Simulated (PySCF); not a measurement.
# CH5Si (SMILES [CH2][SiH3]): levels of theory compared

Wanted: a comparison of 6 runs (U-wB97X-V/STO-3G, UB2PLYP/STO-3G, NEVPT2(3,3)/STO-3G, UCCSDT/STO-3G, UCISD/STO-3G, UCCSD(T)/STO-3G) of CH5Si. Input form: a Python script.

Program for the calculation: PySCF 2.14.0.

2 further runs of the same task are left out: 2 set aside as unsound or not needed.

### Step 1. The molecule

CH5Si has 7 atoms, charge 0, and is taken as a doublet. As SMILES, `[CH2][SiH3]`. The coordinates come from a PBE0-D4/def2-TZVP relaxation.

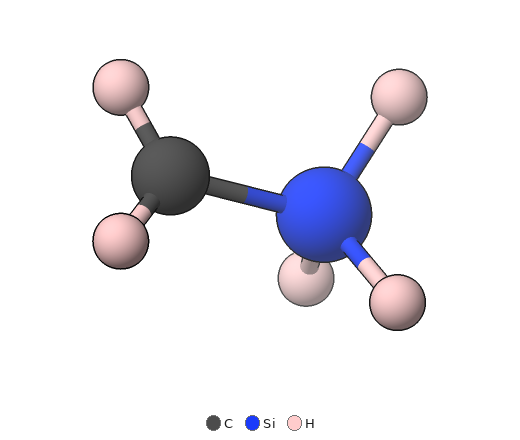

Viewed from a chosen angle; carbon dark grey, silicon blue, hydrogen pink.

### Step 2. The energy at U-wB97X-V/STO-3G (run 1)

Contents of calc.py:

```python
from pyscf import gto, dft

mol = gto.Mole()
mol.atom = '''
C       -0.172600      -1.103000       0.047400
Si       0.132300       0.709800      -0.029000
H       -1.139000      -1.522200       0.308500
H        0.588300      -1.834800      -0.203800
H       -0.191200       1.256600      -1.379100
H       -0.719700       1.420100       0.961800
H        1.563100       1.005600       0.248500
'''
mol.spin = 1
mol.basis = 'sto-3g'
mol.max_memory = 1860
mol.verbose = 3
mol.build()

ks = dft.UKS(mol, xc='wb97x-v')
ks.conv_tol = 1e-10
ks.nlcgrids.level = 1
ks.grids.level = 5
ks.kernel()
if not ks.converged:
    ks = ks.newton().run(ks.mo_coeff, ks.mo_occ)

e_tot = ks.e_tot
print('Final energy', e_tot)
```

Launch:

```
$ OMP_NUM_THREADS=1 python calc.py
```

What it wrote:

```text
WARN: HOMO -0.112011171599463 >= LUMO -0.112011171599464

converged SCF energy = -326.641743502137  <S^2> = 0.75442148  2S+1 = 2.0044166
Final energy -326.64174350213653
```

Wall time 27 s (1 thread of Arm Neoverse V1, shared host); peak memory 0.21 GiB.

### Step 3. A single-point energy at UB2PLYP/STO-3G (run 2)

Contents of geometry.xyz:

```xyz
7
CH5Si
C     -0.172600    -1.103000     0.047400
Si     0.132300     0.709800    -0.029000
H     -1.139000    -1.522200     0.308500
H      0.588300    -1.834800    -0.203800
H     -0.191200     1.256600    -1.379100
H     -0.719700     1.420100     0.961800
H      1.563100     1.005600     0.248500
```

Contents of calc.py:

```python
from pyscf import gto, dft, mp

mol = gto.M(
    atom='geometry.xyz',
    basis='sto-3g',
    spin=1,
    verbose=3,
    max_memory=1860,
)

myscf = dft.UKS(mol)
myscf.xc = '0.53*HF + 0.47*B88, 0.73*LYP'
myscf.grids.level = 5
myscf.conv_tol = 1e-10
myscf.kernel()
if not myscf.converged:
    myscf = myscf.newton().run(myscf.mo_coeff, myscf.mo_occ)

pt = mp.MP2(myscf, frozen=6).run()
e_tot = myscf.e_tot + 0.27 * pt.e_corr
print('PT2 part  %.8f' % (0.27 * pt.e_corr))
print('Final energy', e_tot)
```

Launch:

```
$ OMP_NUM_THREADS=1 python calc.py
```

What it wrote:

```text
WARN: HOMO -0.113860992244722 >= LUMO -0.113860992244723

converged SCF energy = -326.44299524065  <S^2> = 0.75786719  2S+1 = 2.0078518
E(UMP2) = -326.541654913318  E_corr = -0.098659672668728
E(SCS-UMP2) = -326.556217583781  E_corr = -0.113222343131135
PT2 part  -0.02663811
Final energy -326.46963335227036
```

Wall time 5.7 s (1 thread of Arm Neoverse V1, shared host); peak memory 0.21 GiB.

### Step 4. A single-point energy at NEVPT2(3,3)/STO-3G (run 3)

Contents of job.py:

```python
import numpy
from pyscf import gto, scf, mp, mcscf, mrpt

mol = gto.Mole()
mol.atom = '''
C     -0.326167    -2.084368     0.089573
Si     0.250011     1.341328    -0.054802
H     -2.152398    -2.876541     0.582981
H      1.111726    -3.467269    -0.385126
H     -0.361316     2.374630    -2.606121
H     -1.360036     2.683600     1.817539
H      2.953831     1.900309     0.469597
'''
mol.charge = 0
mol.unit = 'bohr'
mol.basis = 'sto-3g'
mol.spin = 1
mol.verbose = 3
mol.max_memory = 1860
mol.build()

mf = mol.ROHF()
mf.conv_tol = 1e-10
mf.kernel()
if not mf.converged:
    mf = mf.newton().run(mf.mo_coeff, mf.mo_occ)

pt = mp.MP2(scf.addons.convert_to_uhf(mf)).run()
noons, natorbs = mcscf.addons.make_natural_orbitals(pt)
print('natural occupations', numpy.round(noons[:40], 4))
cas = mcscf.CASSCF(mf, 3, 3)
cas.fix_spin_(ss=0.75)
cas.natorb = True
cas.kernel(natorbs)
e_pt2 = mrpt.NEVPT(cas).kernel()
energy = cas.e_tot + e_pt2
print('E(%s) = %.9f' % ('NEVPT2', energy))
```

Launch:

```
$ OMP_NUM_THREADS=1 python job.py
```

What it wrote:

```text
converged SCF energy = -325.857091415428
E(UMP2) = -325.939179653336  E_corr = -0.0820882379079245
E(SCS-UMP2) = -325.950603018728  E_corr = -0.0935116032992117
natural occupations [2.     2.     1.9999 1.9998 1.9998 1.9998 1.9928 1.9908 1.9885 1.9869
 1.9868 1.9858 0.9998 0.0155 0.0116 0.0111 0.011  0.0101 0.01  ]
CASSCF energy = -325.871537305207
CASCI E = -325.871537305207  E(CI) = -2.93708875290019  S^2 = 0.7500000
Sr    (-1)',   E = -0.00142584930664
Si    (+1)',   E = -0.00073249283022
Sijrs (0)  ,   E = -0.05272222695364
Sijr  (+1) ,   E = -0.00508568403248
Srsi  (-1) ,   E = -0.00313113268469
Srs   (-2) ,   E = -0.00071642528991
Sij   (+2) ,   E = -0.00068900724036
Sir   (0)' ,   E = -0.00970759069303
Nevpt2 Energy = -0.074210409030975
E(NEVPT2) = -325.945747714
```

It took 0.99 s on 1 thread of Arm Neoverse V1, shared host; peak memory 0.12 GiB.

Runs 4 to 5 aren't shown in full; the table further down has their settings and results.

### Step 5. The energy at UCCSD(T)/STO-3G (run 6)

Contents of input.py:

```python
# [CH2][SiH3]
from pyscf import gto, scf, cc

molecule = gto.Mole()
molecule.atom = '''
C   -0.172600  -1.103000   0.047400
Si   0.132300   0.709800  -0.029000
H   -1.139000  -1.522200   0.308500
H    0.588300  -1.834800  -0.203800
H   -0.191200   1.256600  -1.379100
H   -0.719700   1.420100   0.961800
H    1.563100   1.005600   0.248500
'''
molecule.max_memory = 1860
molecule.spin = 1
molecule.verbose = 3
molecule.charge = 0
molecule.basis = 'sto-3g'
molecule.build()

hf = scf.UHF(molecule)
hf.conv_tol = 1e-10
hf.kernel()
if not hf.converged:
    hf = hf.newton().run(hf.mo_coeff, hf.mo_occ)

mycc = cc.CCSD(hf, frozen=6)
mycc.kernel()
e_t = mycc.ccsd_t()
energy = mycc.e_tot + e_t
print('E = %.10f Eh' % energy)
```

Launch:

```
$ OMP_NUM_THREADS=1 python input.py
```

What it wrote:

```text
converged SCF energy = -325.861611993387  <S^2> = 0.76729993  2S+1 = 2.0172258
E(UCCSD) = -325.9750781341303  E_corr = -0.1134661407438323
UCCSD(T) correction = -0.0007495406583105
E = -325.9758276748 Eh
```

Wall time 0.92 s (1 thread of Arm Neoverse V1, shared host); peak memory 0.1 GiB.

### Step 6. The series

| run | level | nlc grid | frozen core orbitals | energy (Eh) | dipole moment (D) of the reference | HOMO energy (eV) | LUMO energy (eV) | wall time |
| --- | --- | --- | --- | --- | --- | --- | --- | --- |
| 1 | U-wB97X-V/STO-3G | 1 | – | -326.641744 | 0.14 | -6.82 | 4.33 | 27 s |
| 2 | UB2PLYP/STO-3G | – | 6 | -326.469633 | 0.13 | -6.07 | 4.29 | 5.7 s |
| 3 | NEVPT2(3,3)/STO-3G | – | – | -325.945748 | 0.12 | – | – | 0.99 s |
| 4 | UCCSDT/STO-3G | – | 6 | -325.976148 | 0.13 | -8.90 | 8.47 | 2.5 s |
| 5 | UCISD/STO-3G | – | 6 | -325.968818 | 0.13 | -8.90 | 8.47 | 0.84 s |
| 6 | UCCSD(T)/STO-3G | – | 6 | -325.975828 | 0.13 | -8.90 | 8.47 | 0.92 s |

### Step 7. Results

```
                                                         quantity          value
                                              run 6: total energy  -325.97583 Eh
                      run 6: dipole moment (Hartree–Fock density)         0.13 D
run 6: HOMO energy (Hartree–Fock orbitals) (highest over α and β)       -8.90 eV
 run 6: LUMO energy (Hartree–Fock orbitals) (lowest over α and β)        8.47 eV
               run 6: correlation energy (6 core orbitals frozen)     -114.2 mEh
                                            run 6: (T) correction      -0.75 mEh
                         run 6: ⟨S²⟩ of the reference determinant          0.767
                                             run 6: T1 diagnostic          0.006
```

In words: Totals of different functionals can't be ranked against each other. In runs 1, 2, 3, 4, 5, 6 the basis is minimal, so the values are rough. All runs together took 38 s, the longest 27 s.
